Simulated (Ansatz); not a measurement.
**Profile along the Hf–Hf line in Hf (hcp, Mg type)**

Hf (hcp, Mg type)

```
Hf
1.0
    3.15907     0.00000     0.00000
   -1.57954     2.73584     0.00000
    0.00000     0.00000     4.99993
Hf
2
Cartesian
  0.00000   1.82389   3.74995
  1.57954   0.91195   1.24998
```

Fields along a shortest Hf–Hf line of a (1 -1 0 0) plane (3.16 Å), from Hf to Hf, interpolated on the slice's grid (step about 0.2 Å). Calculation: PBEsol (plane waves to 420 eV, PAW, scalar-relativistic; Ansatz, a first-principles code). k mesh 17×17×9. Inside the PAW spheres the values are not all-electron values, and peaks at nuclei hang on which shells count as valence. Hf is run without spin polarisation. Hf was relaxed with its symmetry unable to fall. Spin-orbit coupling is left out, though Hf is heavy.

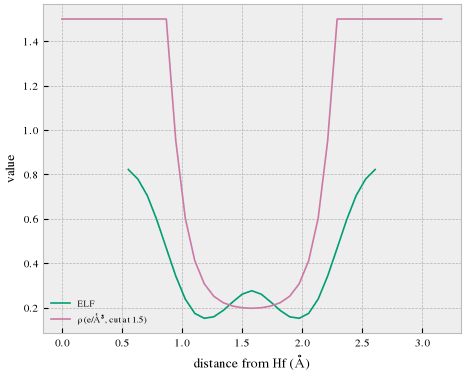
*ELF (away from the nuclei) and valence density from Hf to Hf.*

Density on the Hf–Hf line (3.16 Å) at its midpoint: 0.20 e/Å³. ELF at that point: 0.28.
